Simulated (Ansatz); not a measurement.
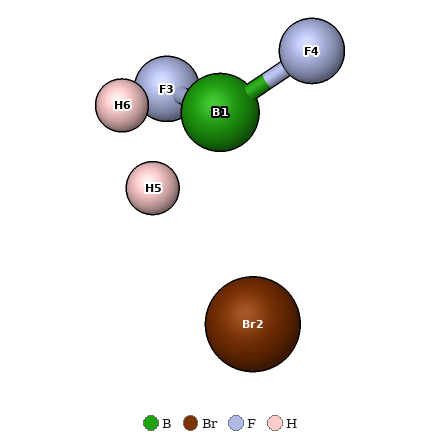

The system is the reacting system BBrF2H2 (fragments BBrF₂ + H₂ where the first distance is long, BF₂H + BrH where the second is long); the picture shows the reference structure. 
- The first coordinate is: distance B1–H6 (bond that forms); the second: distance H5–H6 (bond that breaks).
- Relaxed at each point: all other coordinates.
- Grid: 10 × 10 points.
- Points are written as (first, second).
- All energies are given in eV relative to the lowest grid point.
- The reference is spin-restricted, so regions where a bond is pulled apart into radicals lie too high.
- Computed with Ansatz, RKS SPW92 (LDA)/def2-SVP.

Its coordinates:

```xyz
6

B    -0.1999   -0.4162    0.1339
Br   -0.8828    1.6081   -0.9170
F    -0.1915   -1.4043   -0.7235
F    -0.6908   -0.4995    1.3437
H     0.7175    0.7059   -0.1357
H     1.2475    0.0061    0.2986
```

Range: distance B1–H6 (bond that forms) from 1.035 to 2.535 Å; distance H5–H6 (bond that breaks) from 0.666 to 1.866 Å.

**What will the energy surface look like?**

The lowest grid point is at (2.535 Å, 0.743 Å). It lies on the edge of the grid, but the force there points inwards, so the minimum lies inside the range. Other grid points that lie below all their neighbours: (1.264 Å, 1.702 Å) (0.56 eV higher). The highest grid point, (2.535 Å, 1.866 Å), lies 3.27 eV above the lowest. On the interpolated surface the lowest path from the side where the first distance is long, about (2.53 Å, 0.78 Å), to the side where the second distance is long, about (1.23 Å, 1.87 Å), has its top at about (1.33 Å, 1.08 Å), about 0.87 eV above the start and 0.29 eV above the end.

```
second ↓, first →  1.035  1.131  1.264  1.415  1.579  1.754  1.939  2.131  2.330  2.535
            1.866   1.06   0.64   0.56   0.81   1.32   1.92   2.51   2.94   3.15   3.27
            1.702   1.08   0.65   0.56   0.81   1.31   1.89   2.39   2.67   2.82   2.91
            1.542   1.10   0.67   0.57   0.82   1.31   1.82   2.14   2.31   2.42   2.48
            1.389   1.15   0.71   0.61   0.86   1.30   1.62   1.79   1.89   1.95   1.99
            1.242   1.24   0.80   0.68   0.94   1.16   1.29   1.37   1.41   1.42   1.43
            1.101   1.43   0.97   0.83   0.87   0.88   0.89   0.89   0.88   0.86   0.85
            0.970   1.74   1.28   0.89   0.67   0.56   0.49   0.43   0.39   0.36   0.35
            0.849   2.07   1.38   0.83   0.51   0.33   0.21   0.12   0.06   0.04   0.03
            0.743   2.29   1.53   0.93   0.56   0.34   0.19   0.09   0.03   0.01   0.00
            0.666   2.64   1.87   1.24   0.85   0.61   0.44   0.34   0.28   0.26   0.24
```

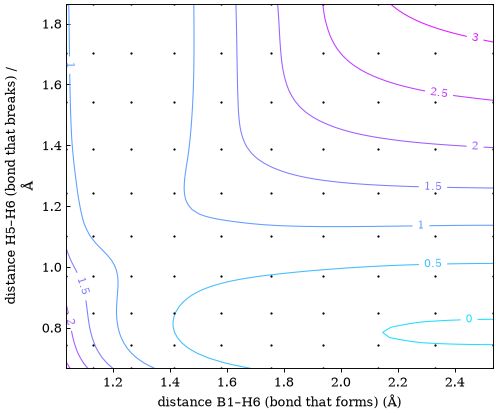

Drawn: contour lines labelled in eV, dots at the grid points. Between grid points the surface is interpolated.

Each point was launched as `ansatz run input.yaml --threads 1 --pin off --max-ram 2560MiB --backend cpu --events-out ev --progress --plain --runs-dir out`. Time for the 100 points that were run: 14 min on 1 thread of Intel(R) Xeon(R) Platinum 8488C (Sapphire Rapids), with other jobs on the host.
